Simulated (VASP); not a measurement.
Band structure of PtAs$_{2}$ (pyrite). Computed with PBE GGA, VASP's PBE PAW potentials (set 64) (plane waves; VASP).

Unless said otherwise, spin-orbit coupling is left out, though it shifts the bands of the heavy elements here.

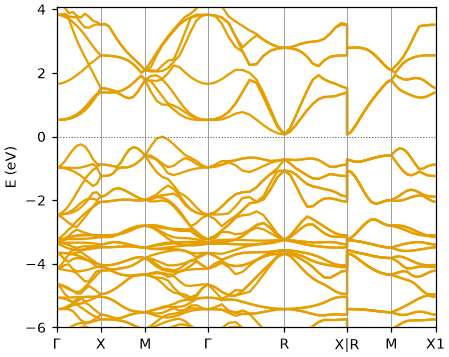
Figure. Bands along high-symmetry lines, zero at the valence-band maximum or, without a gap, the Fermi level

Question: Read the plot: is there a gap, and where are the band edges?

Answer: The gap is indirect, 0.07 eV, from the valence maximum at M-Γ at 0.27 to the conduction minimum at R. (Edges off the drawn lines would not show.)

The compound is PtAs2 in the pyrite structure. It was relaxed first.
